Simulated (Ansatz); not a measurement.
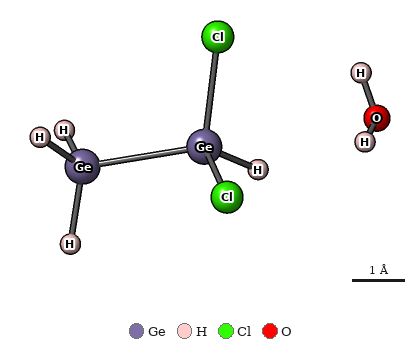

*The input geometry (ball-and-stick view, seen at a tilt). Sticks mark near contacts.*

Bond lengths as drawn: Cl–Ge 2.18 Å, Ge–Ge 2.45 Å, Ge–H 1.52 to 1.53 Å and H–O 0.95 Å.

**Nudged elastic band, with input and output: Ge$_{2}$H$_{6}$Cl$_{2}$O (part 1 of 2)**

Ge$_{2}$H$_{6}$Cl$_{2}$O, computed with RHF/def2-SVP (Ansatz 0.2.0).

It belongs to a series of runs on one base structure; here: band between the two ends.

Input
```yaml
crystal:
  periodic: [false, false, false]
  atoms:
    - { symbol: Ge, position_ang: [0.433441, -0.050582, 0.066782] }
    - { symbol: H, position_ang: [0.352507, -0.081292, 1.582124] }
    - { symbol: Ge, position_ang: [2.633583, 0.045451, -1.005895] }
    - { symbol: H, position_ang: [3.425067, -1.20799, -0.6224] }
    - { symbol: H, position_ang: [2.420172, 0.102315, -2.518347] }
    - { symbol: H, position_ang: [3.366922, 1.298988, -0.520282] }
    - { symbol: Cl, position_ang: [-0.713276, 1.668216, -0.624236] }
    - { symbol: Cl, position_ang: [-0.589294, -1.820349, -0.687702] }
    - { symbol: O, position_ang: [-2.707094, -0.196024, 1.565742] }
    - { symbol: H, position_ang: [-2.863182, 0.555595, 1.012851] }
    - { symbol: H, position_ang: [-2.801246, -0.94403, 0.994262] }
basis:
  gaussian: { orbitals: def2-SVP }
hamiltonian:
  xc: hf
neb:
  order_check: false
  images: 5
  f_tol: 0.05
  max_iterations: 60
  final_atoms:
    - { symbol: Ge, position_ang: [-0.36323795, -0.08350291, -1.06831977] }
    - { symbol: H, position_ang: [-0.40936087, 0.38043468, 3.75871033] }
    - { symbol: Ge, position_ang: [2.06416598, -0.10929114, -0.81453798] }
    - { symbol: H, position_ang: [2.4810533, -1.50940095, -0.36296659] }
    - { symbol: H, position_ang: [2.67160784, 0.2258876, -2.17745782] }
    - { symbol: H, position_ang: [2.45118447, 0.94201088, 0.22599952] }
    - { symbol: Cl, position_ang: [-1.09992358, 1.85266601, -1.70145623] }
    - { symbol: Cl, position_ang: [-1.0470487, -1.49183294, -2.56464842] }
    - { symbol: O, position_ang: [-1.1523663, -0.48629453, 0.43617573] }
    - { symbol: H, position_ang: [-2.09868803, -0.5176032, 0.45762535] }
    - { symbol: H, position_ang: [-0.53978615, 0.1672245, 3.05377487] }
  initial_path:
    images:
      - { positions_ang: [[0.433441, -0.050582, 0.066782], [0.352507, -0.081292, 1.582124], [2.633583, 0.045451, -1.005895], [3.425067, -1.20799, -0.6224], [2.420172, 0.102315, -2.518347], [3.366922, 1.298988, -0.520282], [-0.713276, 1.668216, -0.624236], [-0.589294, -1.820349, -0.687702], [-2.707094, -0.196024, 1.565742], [-2.863182, 0.555595, 1.012851], [-2.801246, -0.94403, 0.994262]] }
      - { positions_ang: [[0.28891891, -0.03452351, 0.04500613], [0.24751695, -0.00779724, 1.68668144], [2.50433607, 0.03028165, -0.9522504], [3.20662189, -1.29086156, -0.72361235], [2.36851703, 0.27976525, -2.4318509], [3.29629616, 1.14042202, -0.31262869], [-0.84621809, 1.68536952, -0.6983803], [-0.72865347, -1.84419554, -0.65139892], [-2.45485611, -0.13318276, 1.2755808], [-2.73821102, 0.13949394, 0.7365886], [-2.18666833, -0.59447375, 1.26916357]] }
      - { positions_ang: [[0.14439682, -0.01846503, 0.02323027], [0.14252689, 0.06569751, 1.79123889], [2.37508915, 0.0151123, -0.8986058], [2.98817678, -1.37373313, -0.8248247], [2.31686206, 0.4572155, -2.3453548], [3.22567033, 0.98185603, -0.10497537], [-0.97916017, 1.70252303, -0.77252459], [-0.86801293, -1.86804208, -0.61509584], [-2.20261821, -0.07034153, 0.9854196], [-2.61324004, -0.27660712, 0.4603262], [-1.57209066, -0.2449175, 1.54406514]] }
      - { positions_ang: [[-0.00012528, -0.00240654, 0.0014544], [0.03753684, 0.13919227, 1.89579633], [2.24584222, -5.706e-05, -0.8449612], [2.76973167, -1.45660469, -0.92603704], [2.26520709, 0.63466575, -2.25885869], [3.15504449, 0.82329005, 0.10267794], [-1.11210226, 1.71967655, -0.84666889], [-1.0073724, -1.89188863, -0.57879276], [-1.95038032, -0.00750029, 0.6952584], [-2.48826906, -0.69270817, 0.1840638], [-0.95751299, 0.10463876, 1.8189667]] }
      - { positions_ang: [[-0.12116283, -0.02943867, -0.35513699], [-0.11142907, 0.2196064, 2.51676766], [2.18528347, -0.03646842, -0.83482012], [2.67350555, -1.47420344, -0.73834689], [2.40067401, 0.49840637, -2.23172507], [2.92042449, 0.86286366, 0.14378514], [-1.1080427, 1.76400637, -1.131598], [-1.02059784, -1.75853673, -1.24074465], [-1.68437564, -0.16709837, 0.60889751], [-2.35840872, -0.63433985, 0.27525098], [-0.81827071, 0.12550067, 2.23056943]] }
      - { positions_ang: [[-0.24220039, -0.05647079, -0.71172838], [-0.26039497, 0.30002054, 3.137739], [2.12472472, -0.07287978, -0.82467905], [2.57727942, -1.49180219, -0.55065674], [2.53614092, 0.36214699, -2.20459144], [2.68580448, 0.90243727, 0.18489233], [-1.10398314, 1.80833619, -1.41652711], [-1.03382327, -1.62518483, -1.90269653], [-1.41837097, -0.32669645, 0.52253662], [-2.22854837, -0.57597152, 0.36643817], [-0.67902843, 0.14636259, 2.64217215]] }
      - { positions_ang: [[-0.36323795, -0.08350291, -1.06831977], [-0.40936087, 0.38043468, 3.75871033], [2.06416598, -0.10929114, -0.81453798], [2.4810533, -1.50940095, -0.36296659], [2.67160784, 0.2258876, -2.17745782], [2.45118447, 0.94201088, 0.22599952], [-1.09992358, 1.85266601, -1.70145623], [-1.0470487, -1.49183294, -2.56464842], [-1.1523663, -0.48629453, 0.43617573], [-2.09868803, -0.5176032, 0.45762535], [-0.53978615, 0.1672245, 3.05377487]] }
```

Launch command:
```bash
ansatz run input.yaml --threads 4 --pin off --max-ram 5120MiB --backend cpu --events-out ev --progress --plain --runs-dir out
```

Log
```
Engine: ansatz 0.2.0, aarch64-unknown-linux-gnu
Functional definition: HF
  exchange = exact_x
  correlation = 0
1491 factors; integrals over basis functions are off by at most 3.7e-4 eV
mean field evaluation 1: about -140062.1579 eV, gradient 3.6e1 eV
mean field evaluation 2: about -140062.2063 eV, gradient 3.6e1 eV
mean field evaluation 4: about -140065.3165 eV, gradient 2.8e0 eV
mean field evaluation 8: about -140065.3521 eV, gradient 1.2e-4 eV
mean field -140065.35212453 eV, -5147.3067508710 hartree, gradient 1.2e-5 eV, S^2 0.000000; 0 other end points of the search recorded, 0 dependent functions left out
the calculation of the forces begins
reference -140065.35212453 eV, -5147.3067508710 hartree; 56, 56 occupied and 88, 88 virtual orbitals, 1491 factors
1486 factors; integrals over basis functions are off by at most 6.3e-4 eV
mean field evaluation 16: about -140065.2782 eV, gradient 9.1e-1 eV
mean field -140065.28294823 eV, -5147.3042086888 hartree, gradient 2.0e-5 eV, S^2 0.000000; 0 other end points of the search recorded, 0 dependent functions left out
[... from here on the field's lines of each further geometry are left out, up to the last ...]
NEB iter   1: max|band force component| = 1.113e2 eV/Å  barrier→ = 21.2754 eV  barrier← = 21.2062 eV  Δτ_max = 0.2000 Å  (230 SCF iters)
NEB iter   2: max|band force component| = 2.395e1 eV/Å  barrier→ = 3.8877 eV  barrier← = 3.8185 eV  Δτ_max = 0.2000 Å  (167 SCF iters)
NEB iter   3: max|band force component| = 1.348e1 eV/Å  barrier→ = 3.2409 eV  barrier← = 3.1718 eV  Δτ_max = 0.2000 Å  (154 SCF iters)
NEB iter   4: max|band force component| = 4.650e0 eV/Å  barrier→ = 3.0959 eV  barrier← = 3.0267 eV  Δτ_max = 0.1812 Å  (150 SCF iters)
NEB iter   5: max|band force component| = 1.351e0 eV/Å  barrier→ = 3.2280 eV  barrier← = 3.1588 eV  Δτ_max = 0.1842 Å  (161 SCF iters)
NEB iter   6: max|band force component| = 5.813e0 eV/Å  barrier→ = 3.1651 eV  barrier← = 3.0960 eV  Δτ_max = 0.0975 Å  (147 SCF iters)
NEB iter   7: max|band force component| = 2.522e0 eV/Å  barrier→ = 3.0427 eV  barrier← = 2.9736 eV  Δτ_max = 0.1894 Å  (143 SCF iters)
NEB iter   8: max|band force component| = 3.543e0 eV/Å  barrier→ = 2.9824 eV  barrier← = 2.9132 eV  Δτ_max = 0.0959 Å  (147 SCF iters)
NEB iter   9: max|band force component| = 1.302e0 eV/Å  barrier→ = 2.9378 eV  barrier← = 2.8686 eV  Δτ_max = 0.1929 Å  (149 SCF iters)
NEB iter  10: max|band force component| = 1.715e0 eV/Å  barrier→ = 2.4279 eV  barrier← = 2.3587 eV  Δτ_max = 0.0974 Å  (153 SCF iters)
NEB iter  11: max|band force component| = 1.539e0 eV/Å  barrier→ = 2.2662 eV  barrier← = 2.1970 eV  Δτ_max = 0.0964 Å  (149 SCF iters)
NEB iter  12: max|band force component| = 1.211e0 eV/Å  barrier→ = 2.0052 eV  barrier← = 1.9361 eV  Δτ_max = 0.0966 Å  (155 SCF iters)
NEB iter  13: max|band force component| = 9.617e-1 eV/Å  barrier→ = 1.9140 eV  barrier← = 1.8449 eV  Δτ_max = 0.0959 Å  (154 SCF iters)
NEB iter  14: max|band force component| = 2.357e0 eV/Å  barrier→ = 1.8826 eV  barrier← = 1.8134 eV  Δτ_max = 0.0487 Å  (148 SCF iters)
NEB iter  15: max|band force component| = 9.449e-1 eV/Å  barrier→ = 1.8524 eV  barrier← = 1.7832 eV  Δτ_max = 0.0975 Å  (138 SCF iters)
NEB iter  16: max|band force component| = 9.813e-1 eV/Å  barrier→ = 1.8229 eV  barrier← = 1.7537 eV  CI = image 3  Δτ_max = 0.1919 Å  (150 SCF iters)
NEB iter  17: max|band force component| = 1.307e0 eV/Å  barrier→ = 1.5969 eV  barrier← = 1.5277 eV  CI = image 3  Δτ_max = 0.1898 Å  (149 SCF iters)
NEB iter  18: max|band force component| = 1.868e0 eV/Å  barrier→ = 1.3917 eV  barrier← = 1.3226 eV  CI = image 3  Δτ_max = 0.1995 Å  (148 SCF iters)
NEB iter  19: max|band force component| = 2.364e0 eV/Å  barrier→ = 1.4254 eV  barrier← = 1.3563 eV  CI = image 3  Δτ_max = 0.1997 Å  (147 SCF iters)
NEB iter  20: max|band force component| = 2.749e0 eV/Å  barrier→ = 1.6397 eV  barrier← = 1.5706 eV  CI = image 3  Δτ_max = 0.2000 Å  (155 SCF iters)
NEB iter  21: max|band force component| = 2.607e0 eV/Å  barrier→ = 1.7820 eV  barrier← = 1.7128 eV  CI = image 3  Δτ_max = 0.1981 Å  (149 SCF iters)
NEB iter  22: max|band force component| = 2.424e0 eV/Å  barrier→ = 2.1155 eV  barrier← = 2.0464 eV  CI = image 3  Δτ_max = 0.1995 Å  (150 SCF iters)
NEB iter  23: max|band force component| = 2.494e0 eV/Å  barrier→ = 2.2227 eV  barrier← = 2.1535 eV  CI = image 3  Δτ_max = 0.1993 Å  (152 SCF iters)
NEB iter  24: max|band force component| = 2.321e0 eV/Å  barrier→ = 2.4613 eV  barrier← = 2.3921 eV  CI = image 3  Δτ_max = 0.1973 Å  (146 SCF iters)
NEB iter  25: max|band force component| = 2.255e0 eV/Å  barrier→ = 2.6684 eV  barrier← = 2.5992 eV  CI = image 3  Δτ_max = 0.1995 Å  (150 SCF iters)
NEB iter  26: max|band force component| = 1.520e0 eV/Å  barrier→ = 3.0353 eV  barrier← = 2.9662 eV  CI = image 3  Δτ_max = 0.1975 Å  (153 SCF iters)
NEB iter  27: max|band force component| = 1.566e0 eV/Å  barrier→ = 3.0686 eV  barrier← = 2.9994 eV  CI = image 3  Δτ_max = 0.0905 Å  (148 SCF iters)
NEB iter  28: max|band force component| = 9.539e-1 eV/Å  barrier→ = 2.9756 eV  barrier← = 2.9064 eV  CI = image 3  Δτ_max = 0.0995 Å  (153 SCF iters)
NEB iter  29: max|band force component| = 1.455e0 eV/Å  barrier→ = 2.9008 eV  barrier← = 2.8316 eV  CI = image 3  Δτ_max = 0.0503 Å  (150 SCF iters)
NEB iter  30: max|band force component| = 1.270e0 eV/Å  barrier→ = 2.8446 eV  barrier← = 2.7755 eV  CI = image 3  Δτ_max = 0.0981 Å  (150 SCF iters)
NEB iter  31: max|band force component| = 9.996e-1 eV/Å  barrier→ = 2.7692 eV  barrier← = 2.7000 eV  CI = image 3  Δτ_max = 0.1316 Å  (148 SCF iters)
NEB iter  32: max|band force component| = 6.831e-1 eV/Å  barrier→ = 2.7538 eV  barrier← = 2.6846 eV  CI = image 3  Δτ_max = 0.0987 Å  (151 SCF iters)
NEB iter  33: max|band force component| = 8.713e-1 eV/Å  barrier→ = 2.7183 eV  barrier← = 2.6491 eV  CI = image 3  Δτ_max = 0.1811 Å  (150 SCF iters)
NEB iter  34: max|band force component| = 5.617e-1 eV/Å  barrier→ = 2.7043 eV  barrier← = 2.6351 eV  CI = image 3  Δτ_max = 0.0823 Å  (172 SCF iters)
NEB iter  35: max|band force component| = 3.505e-1 eV/Å  barrier→ = 2.6985 eV  barrier← = 2.6293 eV  CI = image 3  Δτ_max = 0.1134 Å  (171 SCF iters)
NEB iter  36: max|band force component| = 1.956e-1 eV/Å  barrier→ = 2.6959 eV  barrier← = 2.6267 eV  CI = image 3  Δτ_max = 0.0448 Å  (172 SCF iters)
NEB iter  37: max|band force component| = 1.417e-1 eV/Å  barrier→ = 2.6947 eV  barrier← = 2.6255 eV  CI = image 3  Δτ_max = 0.0614 Å  (167 SCF iters)
NEB iter  38: max|band force component| = 1.139e-1 eV/Å  barrier→ = 2.6937 eV  barrier← = 2.6245 eV  CI = image 3  Δτ_max = 0.0471 Å  (155 SCF iters)
NEB iter  39: max|band force component| = 1.540e-1 eV/Å  barrier→ = 2.6924 eV  barrier← = 2.6232 eV  CI = image 3  Δτ_max = 0.0401 Å  (158 SCF iters)
NEB iter  40: max|band force component| = 8.430e-2 eV/Å  barrier→ = 2.6919 eV  barrier← = 2.6227 eV  CI = image 3  Δτ_max = 0.0350 Å  (166 SCF iters)
NEB iter  41: max|band force component| = 7.815e-2 eV/Å  barrier→ = 2.6915 eV  barrier← = 2.6223 eV  CI = image 3  Δτ_max = 0.0232 Å  (161 SCF iters)
NEB iter  42: max|band force component| = 6.516e-2 eV/Å  barrier→ = 2.6911 eV  barrier← = 2.6219 eV  CI = image 3  Δτ_max = 0.0273 Å  (151 SCF iters)
NEB iter  43: max|band force component| = 6.050e-2 eV/Å  barrier→ = 2.6909 eV  barrier← = 2.6217 eV  CI = image 3  Δτ_max = 0.0150 Å  (151 SCF iters)
```
